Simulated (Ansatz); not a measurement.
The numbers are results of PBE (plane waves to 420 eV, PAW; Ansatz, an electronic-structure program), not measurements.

Host crystal: wurtzite ZnO, with a band gap (PBE, scalar-relativistic without spin-orbit coupling).

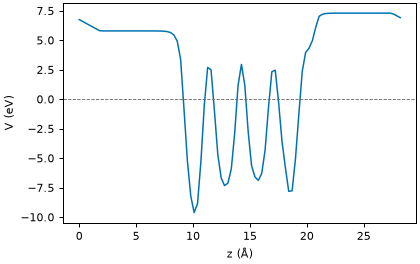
*Planar average of the electrostatic potential across the slab, in eV from the Fermi level, for F on the 1x1 (10-10) surface of wurtzite ZnO (cut with top plane O + Zn), one in a 2x1 cell, started at the site 'hollow O'*

Model: 33-atom slab, 9.4 Å thick at the start under the adsorbate (thin: gaps and levels are the slab's own), 3x4x1 mesh, Fermi-Dirac 0.01 eV, dipole correction, 16 atoms held, the rest relaxed; no symmetry held; spin-polarised, ending with about 0.5 μB a cell, a value that depends on the mesh; orders that need a larger cell were not tried, no spin-orbit, no U, no dispersion correction. The slab shows no gap over 0.04 eV on its mesh. At the end it is bonded to 2 Zn. In PBE it is, or lies within 0.03 eV of, the lowest of the starts that converged.

**Question.** The surface cell has an area of 34.72 Å². What dipole along the normal does the step between the two vacuum levels imply?

**Answer.** the top vacuum level lies 1.51 eV above the bottom one; p = −ε₀ A ΔV (ε₀ = 0.005526 e/(V·Å)) gives -0.29 e·Å a cell.
